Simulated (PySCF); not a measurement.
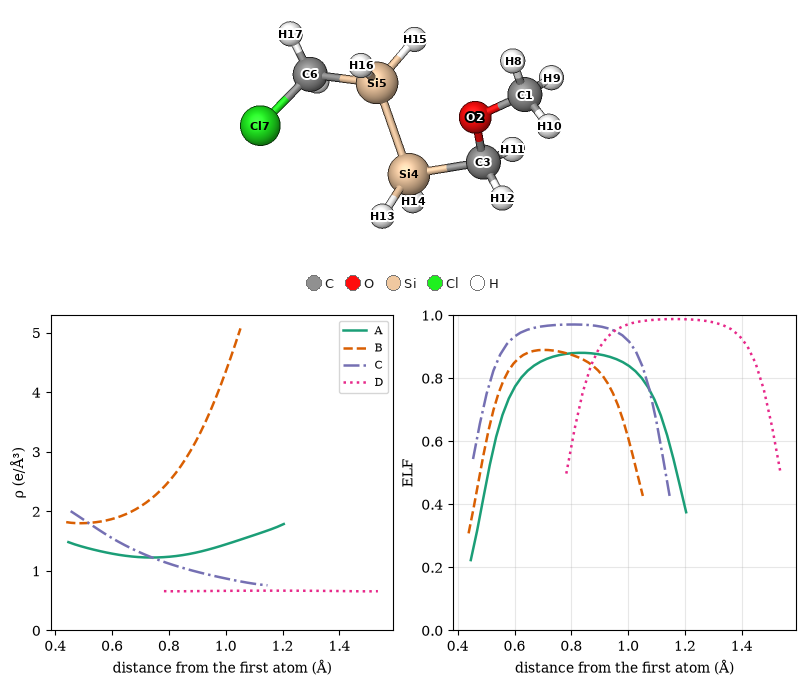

*C3H11ClOSi2. Total electron density and ELF along straight lines between neighbouring atoms. The curves leave out the atomic cores. The structure is drawn too.*

Geometry: GFN2-xTB.

Computed with PBE0/pcSseg-1, SCF density, gas phase, non-relativistic (PySCF).

```xyz
18

C     2.6828    0.8137    0.4026
O     1.5054    0.0847    0.1813
C     1.5200   -0.7130   -0.9927
Si   -0.2857   -1.3360   -1.0610
Si   -1.2883    0.4975   -0.0582
C    -3.1759    0.4646   -0.4287
Cl   -3.8392   -1.1012    0.1108
H     2.5370    1.3766    1.3228
H     2.8780    1.5074   -0.4250
H     3.5465    0.1470    0.5131
H     1.7911   -0.0983   -1.8604
H     2.2758   -1.5013   -0.9070
H    -0.3533   -2.6083   -0.3310
H    -0.6042   -1.6692   -2.4602
H    -0.8683    1.8151   -0.5693
H    -1.1918    0.5440    1.4045
H    -3.7282    1.2336    0.1041
H    -3.4106    0.5494   -1.4869
```

### Which curve belongs to which contact (C–Cl, C–O, C–Si and Si–Si)? The first atom named is at distance zero.

Curve A: C–Cl (1.78 Å): the density is about 1.3 e/Å³ at the midpoint; the ELF peaks at about 0.90 between the atoms; localised, covalent bonding. Curve B: C–O (1.40 Å): ρ at the midpoint is about 2.1 e/Å³, with its minimum of 1.8 e/Å³ about 0.5 Å from C; the ELF peaks at about 0.90 between the atoms, as expected for a polar covalent bond. Curve C: C–Si (1.91 Å): ρ is about 0.92 e/Å³ halfway; the ELF peaks at about 1 between the atoms: a shared electron pair. Curve D: Si–Si (2.32 Å): ρ is about 0.67 e/Å³ halfway; the ELF peaks at about 1 between the atoms; localised, covalent bonding.
